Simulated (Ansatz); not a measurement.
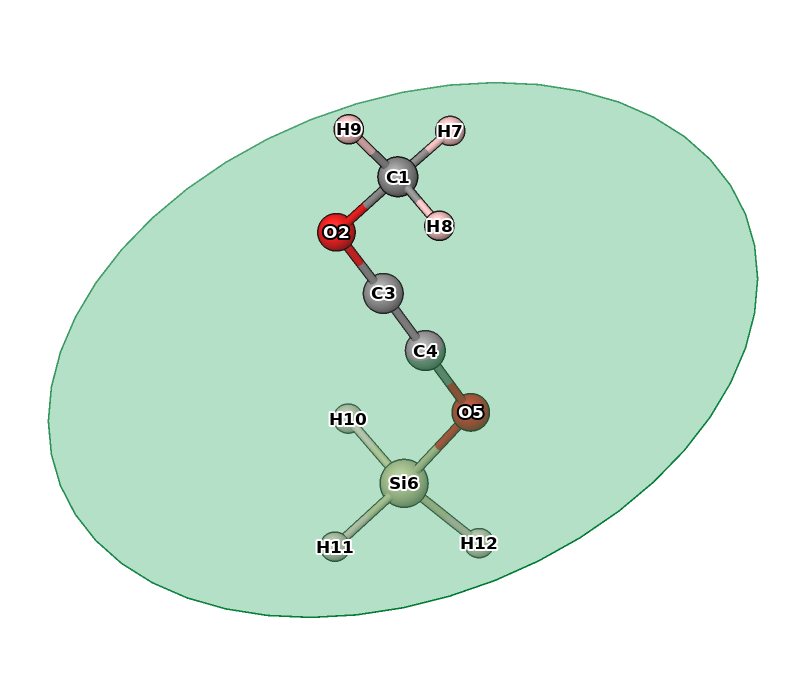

A disc through the centre of mass is drawn in. Depth is shown by fading: the farther an atom, the more it takes the colour of the background. Computed geometry: PBE-D4/def2-SVP optimisation. No frequency run is at hand to confirm it as a minimum.

**Is the plane of the disc a mirror plane of the structure?**

No. The point group is Cs, with 1 mirror plane, and this plane isn't one of its mirror planes.
